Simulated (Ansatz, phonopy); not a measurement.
# BAs (F-43m): a volume series of phonon spectra, part 4 of 4

Aim: how the vibrations of BAs shift with volume, and the expansion that follows.

Experimental results on record:
- volume expansion coefficient 11.55 1e-6/K near room temperature (given in “Basic Physical Properties of Cubic Boron Arsenide (three times its linear coefficient)”, 2019, arxiv:1911.11281)
- volume expansion coefficient 10.8 1e-6/K near room temperature (given in “Thermal expansion coefficients of high thermal conducting BAs and BP materials (three times its linear coefficient)”, 2019, arxiv:1906.04101)

Ansatz 0.2.0; DFT LDA, scalar-relativistic, plane waves, PAW.

So far. Step 14 (Single point at a scaled cell, V/V0 1.05): The run ends at a pressure of -6.49 GPa. Step 15 (Phonons, V/V0 1.05): No mode is imaginary beyond numerical noise at the solved wavevectors. The highest zone-centre mode (no LO–TO term) moved by -4.8 % for a volume change of +5.0 %.

### 16. How the modes move with volume

This step: DFT LDA, scalar-relativistic, plane waves, PAW (phonopy 4.10.0).

This step gave:

| Property | Result |
| --- | --- |
| share of modes with a negative Grüneisen parameter | 0.012 |

Mean Grüneisen, by row:

```csv
T (K),heat-capacity-weighted mean,root mean square
50,0.395,0.502
100,0.502,0.616
200,0.683,0.805
300,0.792,0.907
500,0.868,0.971
800,0.896,0.995
```

Mean mode Grueneisen parameter against wavenumber:

| wavenumber (cm⁻¹) | mean mode Grueneisen parameter |
| --- | --- |
| 12 | - |
| 62 | 0.555 |
| 111 | 0.426 |
| 185 | 0.308 |
| 235 | 0.741 |
| 284 | 0.99 |
| 334 | - |
| 408 | - |
| 457 | - |
| 506 | - |
| 556 | - |
| 630 | 1.37 |
| 680 | 1.17 |
| 729 | 1.21 |

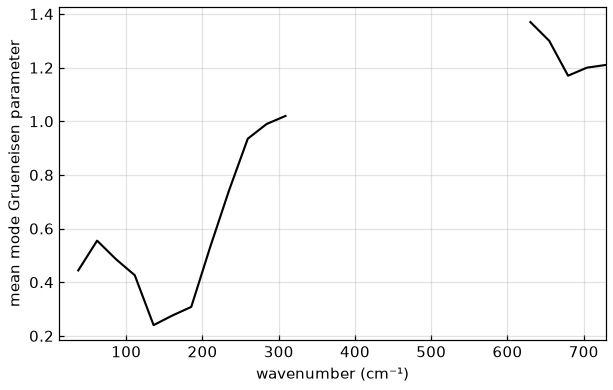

Mean mode Grueneisen parameter against wavenumber.

Volume series, by row:

```
 V/V0  V (Å³/atom)  pressure (GPa)  E - E0 (meV/atom)  gap (eV)  zero-point energy (meV/atom)  lowest on the path (cm⁻¹)  highest at Gamma without the LO-TO term (cm⁻¹)
 0.97        12.85           4.775              5.778     1.082                         85.17                          0                                           721.8
0.985        13.05           2.301              1.413     1.096                         83.75                          0                                           710.8
    1        13.25           0.009                  0      1.11                         82.37                          0                                             700
1.015        13.44          -2.116              1.325     1.124                         81.02                          0                                           689.5
 1.03        13.64          -4.085              5.179     1.137                          79.7                          0                                           679.3
 1.05        13.91          -6.487              13.95     1.154                         77.98                          0                                           666.1
```

Optical frequency at Gamma without the LO-TO term, mode 4 against V/V0:

```
  V/V0  optical frequency at Gamma without the LO-TO term, mode 4 (cm⁻¹)
0.9700                                                               722
0.9850                                                               711
1.0000                                                               700
1.0150                                                               690
1.0300                                                               679
1.0500                                                               666
```

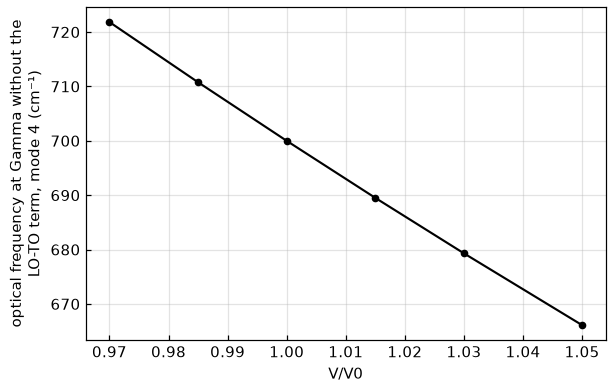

Optical frequency at Gamma without the LO-TO term, mode 4, plotted against V/V0.

Grüneisen at points, by row:

```
point  branch  frequency (cm⁻¹)  mode Grüneisen parameter
    Γ       4               700                      1.01
    Γ       6             704.2                      1.07
    X       1             192.7                     -0.02
    X       3             321.7                      1.01
    X       4             640.5                      1.41
    X       6               741                      1.08
    U       1             191.3                      0.07
    U       2             246.3                      0.65
    U       3             289.7                      0.97
    U       4             629.8                       1.4
    U       5             645.1                      1.37
    U       6             725.3                      1.25
    K       1             191.3                      0.07
    K       2             246.3                      0.65
    K       3             289.7                      0.97
    K       4             629.8                       1.4
    K       5             645.1                      1.37
    K       6             725.3                      1.25
    L       1               139                     -0.18
    L       3             312.7                      1.08
    L       4             677.1                      1.19
    L       6               713                      1.16
    W       1             225.1                      0.48
    W       2               258                      0.48
    W       3             266.9                       1.1
    W       4             630.5                      1.29
    W       5             641.5                      1.46
    W       6             716.6                      1.33
```

### 17. Free-energy fit

This step gave:

```
volume expansion coefficient at 300 K : 11.95 1e-6/K
isothermal bulk modulus at 300 K      : 142.7 GPa
C_P at 300 K                          : 17.12 J/mol-atom/K
Grüneisen parameter at 300 K          : 0.804
```

Table of energy (each curve on its own zero) by volume; values in meV/atom:

```csv
volume (Å³/atom),static,F at 0 K,F at 300 K,F at 900 K
12.848,5.78,9.28,10,14.5
13.047,1.41,3.5,3.95,6.72
13.245,0,0.71,0.88,1.89
13.444,1.32,0.68,0.57,-0.2
13.643,5.18,3.21,2.8,0.25
13.908,13.9,10.3,9.45,4.49
```

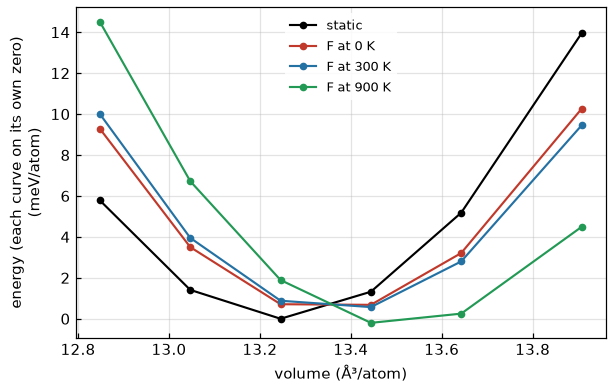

Energy (each curve on its own zero) against volume.

Phonopy-qha, vinet fit of F(V) at each temperature; no electronic free energy. Qha vinet, by row:

| T (K) | fitted volume (Å³/atom) | alpha_V (1e-6/K) | B_T (GPa) | C_P (J/mol-atom/K) | Grueneisen |
| --- | --- | --- | --- | --- | --- |
| 100 | 13.35 | 2.85 | 144.1 | 6.366 | 0.515 |
| 150 | 13.35 | 5.19 | 143.9 | 9.832 | 0.6107 |
| 200 | 13.35 | 7.66 | 143.6 | 12.71 | 0.6963 |
| 250 | 13.36 | 9.98 | 143.2 | 15.15 | 0.7601 |
| 300 | 13.37 | 11.95 | 142.7 | 17.12 | 0.8039 |
| 350 | 13.38 | 13.53 | 142.2 | 18.66 | 0.8338 |
| 400 | 13.39 | 14.78 | 141.7 | 19.85 | 0.8547 |
| 450 | 13.4 | 15.77 | 141.2 | 20.77 | 0.8699 |
| 500 | 13.41 | 16.56 | 140.6 | 21.5 | 0.8812 |
| 550 | 13.42 | 17.21 | 140.1 | 22.08 | 0.89 |
| 600 | 13.43 | 17.75 | 139.5 | 22.55 | 0.8969 |
| 650 | 13.44 | 18.21 | 138.9 | 22.93 | 0.9025 |
| 700 | 13.45 | 18.6 | 138.3 | 23.25 | 0.9072 |
| 750 | 13.47 | 18.93 | 137.8 | 23.52 | 0.9112 |
| 800 | 13.48 | 19.23 | 137.2 | 23.75 | 0.9147 |
| 850 | 13.49 | 19.5 | 136.6 | 23.94 | 0.9177 |

The volume expansion coefficient, phonopy-qha, Vinet by temperature:

```
temperature (K)  volume expansion coefficient, phonopy-qha, Vinet (1e-6/K)
             75                                                       1.71
            125                                                       4.01
            175                                                       6.42
            225                                                       8.86
            275                                                       11.0
            300                                                       11.9
            350                                                       13.5
            400                                                       14.8
            450                                                       15.8
            500                                                       16.6
            550                                                       17.2
            600                                                       17.8
            650                                                       18.2
            675                                                       18.4
            725                                                       18.8
            775                                                       19.1
            825                                                       19.4
            875                                                       19.6
```

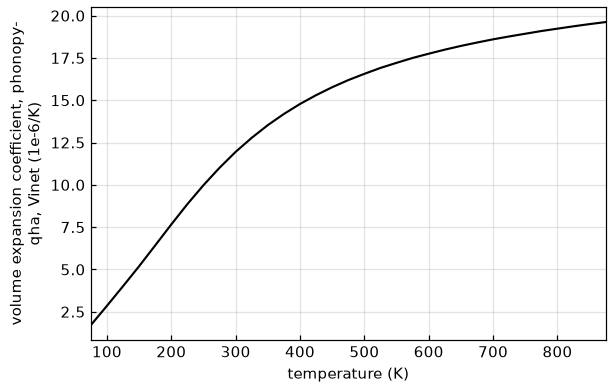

Volume expansion coefficient, phonopy-qha, Vinet against temperature.

The fit gives a volume expansion of 11.9 × 10⁻⁶/K at 300 K.

### 18. Results

```yaml
volume_expansion_coefficient_at_300_k: 11.95 1e-6/K
isothermal_bulk_modulus_at_300_k: 142.7 GPa
c_p_at_300_k: 17.12 J/mol-atom/K
grueneisen_parameter_at_300_k: 0.804
mean_mode_grueneisen_parameter_at_300_k: 0.792
```

Near room temperature BAs expands by 11.9 × 10⁻⁶/K in volume by LDA, with C_P = 17.1 J/(mol K) per mole of atoms and B_T = 143 GPa. C_P at room temperature is 69 % of the classical 3R an atom, so the stiffest modes are still partly frozen out. A measured volume expansion coefficient near room temperature is 11.55 1e-6/K (arxiv:1911.11281); the calculated 11.9 1e-6/K differs by +3 %. The heat-capacity-weighted Grüneisen parameter goes from 0.395 at 50 K to 0.896 at 800 K. Weighting γ by the density of states and each mode's heat capacity at 300 K, modes below 250 cm⁻¹ give about 26 % of the sum of γC that drives the expansion, those up to 500 cm⁻¹ 22 % and the rest 52 %. Among the labelled points γ is largest for branch 5 at W (642 cm⁻¹, 1.5) and most negative for branch 1 at L (139 cm⁻¹, -0.18). The interpolation has no quadrupole term, so branches near the zone centre are less sure, since this crystal has sites that are not centres of inversion. The PAW files were made for PBE and are used here under another functional, for which the program regenerates the frozen cores.

[Logs are printed without paths, hosts, clocks, repeated set-up lines and the standing remarks that a program may print on its own settings, such as how far it seeks lower states.]

[Hosts, paths, dates, database ids (printed as entryN), source tags and the programs' standing remarks are cut or masked in the printed files.]

[A step with changed settings may run another functional than the one named; its input shows which.]

[Of the runs on displaced cells, only some may be shown.]
